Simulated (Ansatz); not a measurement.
**InH3Cl− ([InClH3]-): levels of theory compared**

Wanted: a comparison of 6 runs (B2PLYP/STO-3G, CAM-B3LYP/STO-3G, r2SCAN/STO-3G, CCSDTQ/STO-3G, CCSD/STO-3G, CCSD(T)/STO-3G) of InH3Cl− ([InClH3]-). 

Program for the calculation: Ansatz 0.2.0.

6 further runs of the same task are left out: 6 that didn't finish.

## Step 1: The system as given

The species is InH3Cl− (5 atoms), meant as a singlet with charge -1. As SMILES, `[H][In-]([H])([H])[Cl]`. The Cl2–In1 distance was set to 3.509 Å, away from the relaxed value. At this shape a bond of the SMILES string is far longer than usual.

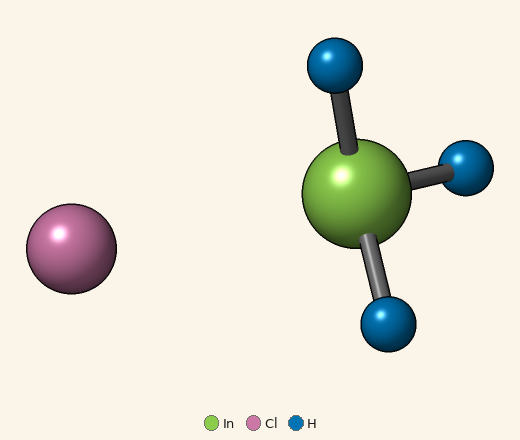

The structure, seen from a chosen angle (indium green, chlorine pink, hydrogen blue).

## Step 2: A single-point energy at B2PLYP/STO-3G (run 1)

in.yaml reads:

```yaml
crystal:
  periodic: [false, false, false]
  atoms:
    - {symbol: In, position_ang: [-0.009625, 0.011105, -1.345347]}
    - {symbol: Cl, position_ang: [0.012800, -0.020350, 2.163640]}
    - {symbol: H, position_ang: [1.613315, 0.023865, -1.840577]}
    - {symbol: H, position_ang: [-0.825565, 1.421475, -1.815587]}
    - {symbol: H, position_ang: [-0.820825, -1.394155, -1.840707]}
basis:
  gaussian:
    orbitals: STO-3G
total_charge: -1
hamiltonian:
  xc: {name: B2PLYP}
correlation:
  frozen_orbitals: {Cl: 5, H: 0, In: 18}
accuracy: high
```

On the command line:

```sh
$ ansatz run in.yaml --threads 1 --pin off --max-ram 2610MiB --events-out events.jsonl --progress --plain --runs-dir runs
```

Standard output:

```text
Warning: RAYON_NUM_THREADS=1 ignored (pool sized by the plan → 1); use --threads N
Functional definition: B2PLYP
  name "B2PLYP"
  parameter a = 0.53
  parameter c = 0.27
  exchange = (1 - a)*b88_x + a*exact_x
  correlation = (1 - c)*lyp_c + c*(mp2_os + mp2_ss)
694 factors; integrals over basis functions are off by at most 5.5e-9 eV
mean field evaluation 1: about -167107.4726 eV, gradient 8.9e0 eV
mean field evaluation 2: about -167107.4462 eV, gradient 8.8e0 eV
mean field evaluation 4: about -167108.1457 eV, gradient 3.5e-1 eV
mean field evaluation 8: about -167108.1441 eV, gradient 2.6e-3 eV
mean field evaluation 16: about -167108.1441 eV, gradient 2.9e-8 eV
mean field -167108.14408427 eV, -6141.1110251286 hartree, gradient 2.9e-8 eV, S^2 0.000000; 0 other end points of the search recorded, 0 dependent functions left out
23 core orbitals not correlated: weight in the atoms' cores, before any rotation towards them, 1.000 or more for the frozen orbitals, at most 0.000 for the correlated occupied ones
reference -167108.14410451 eV, -6141.1110258725 hartree; 12, 12 occupied and 4, 4 virtual orbitals, 694 factors
second order -1.34883724 eV of doubles, -0.00000000 eV of singles
Total energy: -167108.50829057 eV, -6141.1244094632 hartree
```

It took 3.3 s on 1 thread of Arm Neoverse V1, shared host; peak memory 0.13 GiB.

## Step 3: The energy at CAM-B3LYP/STO-3G (run 2)

Edit in.yaml of step 2 so:

```diff
@@ -13,5 +13,3 @@
 hamiltonian:
-  xc: {name: B2PLYP}
-correlation:
-  frozen_orbitals: {Cl: 5, H: 0, In: 18}
+  xc: {name: CAM-B3LYP}
 accuracy: high
```

On the command line:

```sh
$ ansatz run in.yaml --threads 1 --pin off --max-ram 2610MiB --events-out events.jsonl --progress --plain --runs-dir runs
```

Standard output:

```text
Warning: RAYON_NUM_THREADS=1 ignored (pool sized by the plan → 1); use --threads N
Functional definition: CAM-B3LYP
  name "CAM-B3LYP"
  parameter alpha = 0.19
  parameter beta = 0.46
  parameter omega = 0.33/bohr
  parameter ac = 0.81
  exchange = (1 - alpha - beta)*b88_x + beta*b88_x_sr(omega) + alpha*exact_x + beta*exact_x_lr(omega)
  correlation = (1 - ac)*vwn5_c + ac*lyp_c
694 factors; integrals over basis functions are off by at most 5.5e-9 eV
170 factors; integrals over basis functions are off by at most 1.5e-9 eV
mean field evaluation 1: about -167129.8387 eV, gradient 1.0e1 eV
mean field evaluation 2: about -167130.6696 eV, gradient 3.5e0 eV
mean field evaluation 4: about -167130.7404 eV, gradient 5.9e-2 eV
mean field evaluation 8: about -167130.6831 eV, gradient 9.7e-4 eV
mean field evaluation 16: about -167130.6831 eV, gradient 3.6e-8 eV
mean field -167130.68310555 eV, -6141.9393188831 hartree, gradient 3.6e-8 eV, S^2 0.000000; 0 other end points of the search recorded, 0 dependent functions left out
reference -167130.68312082 eV, -6141.9393194443 hartree; 35, 35 occupied and 4, 4 virtual orbitals, 694 factors
Total energy: -167130.68312082 eV, -6141.9393194443 hartree
```

It took 2.5 s on 1 thread of Arm Neoverse V1, shared host; peak memory 0.14 GiB.

Run 3 isn't shown in full; the table further down has it.

## Step 4: The energy at CCSDTQ/STO-3G (run 4)

input.yaml reads:

```yaml
crystal:
  periodic: [false, false, false]
  atoms:
    - {symbol: In, position_ang: [-0.009625, 0.011105, -1.345347]}
    - {symbol: Cl, position_ang: [0.012800, -0.020350, 2.163640]}
    - {symbol: H, position_ang: [1.613315, 0.023865, -1.840577]}
    - {symbol: H, position_ang: [-0.825565, 1.421475, -1.815587]}
    - {symbol: H, position_ang: [-0.820825, -1.394155, -1.840707]}
basis:
  gaussian:
    orbitals: STO-3G
total_charge: -1
magnetization:
  spin_polarized: false
  initial_magnetization: 0
correlation:
  method: ccsdtq
  frozen_orbitals: {Cl: 5, H: 0, In: 18}
accuracy: high
scf:
  omitted_lower_state_checks: [cluster_reference, increment]
```

On the command line:

```sh
$ ansatz run input.yaml --threads 1 --pin off --max-ram 2610MiB --events-out events.jsonl --progress --plain --runs-dir runs
```

Standard output:

```text
Warning: RAYON_NUM_THREADS=1 ignored (pool sized by the plan → 1); use --threads N
[... 11 lines left out ...]
23 core orbitals not correlated: weight in the atoms' cores, before any rotation towards them, 1.000 or more for the frozen orbitals, at most 0.000 for the correlated occupied ones
[... 26 lines left out ...]
Total energy: -167054.94940582 eV, -6139.1561567523 hartree
Checks for a lower state left out: cluster_reference, increment
```

Run time: 20 s. Hardware: 1 thread of Arm Neoverse V1, shared host; peak memory 0.28 GiB.

Run 5 isn't shown in full; the table further down has it.

## Step 5: A single-point energy at CCSD(T)/STO-3G (run 6)

job.yaml reads:

```yaml
crystal:
  periodic: [false, false, false]
  atoms:
    - {symbol: In, position_ang: [-0.009625, 0.011105, -1.345347]}
    - {symbol: Cl, position_ang: [0.012800, -0.020350, 2.163640]}
    - {symbol: H, position_ang: [1.613315, 0.023865, -1.840577]}
    - {symbol: H, position_ang: [-0.825565, 1.421475, -1.815587]}
    - {symbol: H, position_ang: [-0.820825, -1.394155, -1.840707]}
basis:
  gaussian:
    orbitals: STO-3G
total_charge: -1
correlation:
  method: ccsd_t
  frozen_orbitals: {Cl: 5, H: 0, In: 18}
accuracy: high
scf:
  omitted_lower_state_checks: [cluster_reference, increment]
```

On the command line:

```sh
$ ansatz run job.yaml --threads 1 --pin off --max-ram 2610MiB --events-out events.jsonl --progress --plain --runs-dir runs
```

Standard output:

```text
Warning: RAYON_NUM_THREADS=1 ignored (pool sized by the plan → 1); use --threads N
[... 11 lines left out ...]
23 core orbitals not correlated: weight in the atoms' cores, before any rotation towards them, 1.000 or more for the frozen orbitals, at most 0.000 for the correlated occupied ones
[... 22 lines left out ...]
Total energy: -167054.94452490 eV, -6139.1559773818 hartree
Checks for a lower state left out: cluster_reference, increment
```

Wall time 0.74 s (1 thread of Arm Neoverse V1, shared host); peak memory 0.097 GiB.

## Step 6: All runs side by side

```csv
run,level,frozen core orbitals,energy (Eh),wall time
1,B2PLYP/STO-3G,23,-6141.124409,3.3 s
2,CAM-B3LYP/STO-3G,–,-6141.939319,2.5 s
3,r2SCAN/STO-3G,–,-6141.958219,6 s
4,CCSDTQ/STO-3G,23,-6139.156157,20 s
5,CCSD/STO-3G,23,-6139.155570,0.74 s
6,CCSD(T)/STO-3G,23,-6139.155977,0.74 s
```

## Step 7: Summary of results

| quantity | value |
| --- | --- |
| run 6: total energy | -6139.15598 Eh |
| run 6: correlation energy (23 core orbitals frozen) | -51.0 mEh |
| run 6: (T) correction | -0.41 mEh |
| run 6: T1 diagnostic | 0.007 |

Totals of different functionals can't be ranked against each other. In runs 1, 2, 3, 4, 5, 6 the basis is minimal, so the values are rough. In runs 1, 2, 3, 4, 5, 6 relativity is left out where basis or elements ask for it. All runs together took 33 s, the longest 20 s.
